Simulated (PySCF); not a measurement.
```xyz
16

N    -2.5247   -2.5285   -0.5521
C    -1.8662   -1.7663   -0.0067
C    -1.0468   -0.7964    0.6397
Si   -1.6699    0.9998    0.2949
C     0.3894   -0.8484    0.1320
O     0.9123    0.4464    0.2236
Si    2.4671    0.9026    0.0582
H    -1.0809   -0.9768    1.7171
H    -1.0898    1.8896    1.2930
H    -1.3543    1.3568   -1.0827
H    -3.1251    0.9473    0.4715
H     1.0046   -1.5493    0.7091
H     0.4065   -1.1729   -0.9165
H     2.9600    0.5941   -1.2870
H     2.3129    2.3209    0.3297
H     3.2974    0.1902    1.0346
```

Geometry: GFN2-xTB.

Method: PBE0/pcSseg-1, SCF density, gas phase, non-relativistic (PySCF 2.14.0).

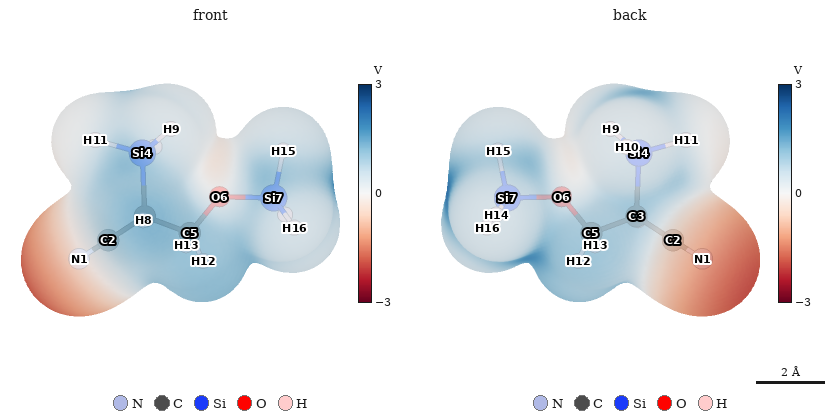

C$_{3}$H$_{9}$NOSi$_{2}$ (SMILES N#C[C@H]([SiH3])CO[SiH3]). The electrostatic potential painted on the density surface at 0.002 e/bohr³, seen from the front and from behind; red is negative and blue positive.

**Which sites attract a positive test charge, and which a negative one?**

A positive charge is drawn to the negative regions and a negative charge to the positive ones. The most negative region (about −1.9 V) lies over N1, the most positive (about +2.0 V) over Si7. N1 is the likeliest acceptor of a hydrogen bond.

**How polar is the molecule by this calculation?**

Its dipole moment is 4.39 D.
